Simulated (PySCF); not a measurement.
SMILES C[Si](O)(O)[S][GeH3] at its CAM-B3LYP/def2-SVP optimised geometry (Å):

```
14

Si    -0.6160     0.9876    -1.6944
C      0.9034     1.9328    -1.2419
O     -0.1237    -0.2554    -2.6809
O     -1.6857     2.0019    -2.4457
S     -1.6680     0.1650     0.0000
Ge    -0.8759    -1.9244     0.0000
H      1.3233     2.4201    -2.1348
H      0.6704     2.7080    -0.4979
H      1.6680     1.2643    -0.8208
H     -0.7924    -0.7298    -3.1863
H     -2.6241     1.8241    -2.3233
H     -1.4123    -2.5459     1.2953
H     -1.4100    -2.7080    -1.2072
H      0.6561    -1.9244     0.0000
```

Level of theory: CAM-B3LYP/def2-TZVP (PySCF 2.14.0). Cells within 0.4 Å of a nucleus heavier than hydrogen are left out (blank, or x).

Map of the electron localisation function on the plane z = 0.0 Å:

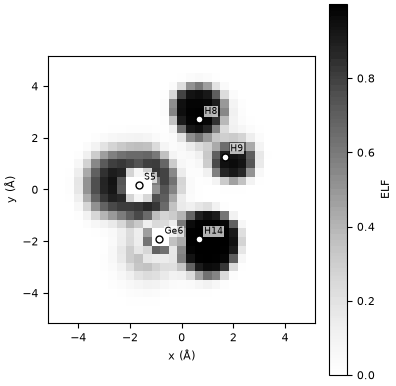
Figure: Electron localisation function on the plane z = 0.0 Å.
